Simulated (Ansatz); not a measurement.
The calculation's input:

```
crystal:
  periodic: [false, false, false]
  atoms:
    - { symbol: Ge, position_ang: [-0.728006, -1.442035, -0.331753] }
    - { symbol: H, position_ang: [0.677103, -0.951804, -0.636573] }
    - { symbol: H, position_ang: [-0.803258, -2.946353, -0.638395] }
    - { symbol: H, position_ang: [-1.037605, -1.224912, 1.153928] }
    - { symbol: H, position_ang: [-1.741998, -0.69512, -1.199906] }
    - { symbol: H, position_ang: [0.430322, 2.166012, -0.08201] }
    - { symbol: O, position_ang: [-0.235449, 1.60523, 0.346241] }
    - { symbol: H, position_ang: [1.39477, 0.646585, 0.152893] }
    - { symbol: F, position_ang: [2.242428, 0.948579, -0.034277] }
    - { symbol: H, position_ang: [-0.198406, 1.893817, 1.269852] }
basis:
  gaussian: { orbitals: def2-SVP }
hamiltonian:
  xc: r2scan
  dispersion: d4
relax:
  f_tol: 0.03
  max_steps: 50
output:
  orbitals: {}
```

Command:

```sh
ansatz run input.yaml --threads 2 --pin off --max-ram 3072MiB --backend cpu --events-out ev --progress --plain --runs-dir out
```

The fields are those of the run's last geometry, not of the input's.

Computed with RKS r2SCAN-D4/def2-SVP (Ansatz 0.2.0).

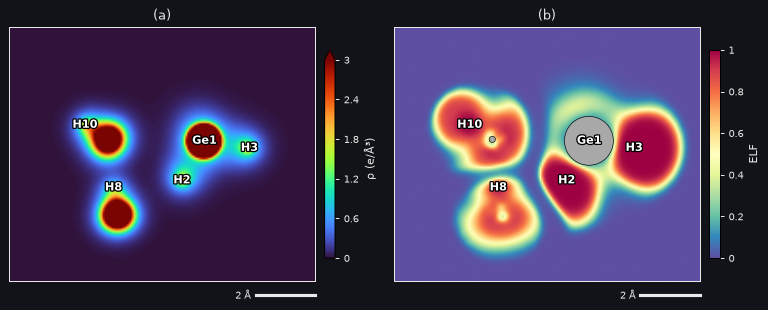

GeH₄···H₂O···HF. (a) total electron density; (b) electron localisation function on the plane of atoms H2, Ge1 and H3. Grey discs cover the atomic cores in the ELF map.

What does the map show?

The section cuts through Ge and H sites.
Ge–H (1.53 Å): ρ at the midpoint is about 1.1 e/Å³; the ELF climbs to about 1 towards the hydrogen.
The ELF also peaks beside F9 and O7, away from the bonds: lone-pair regions.
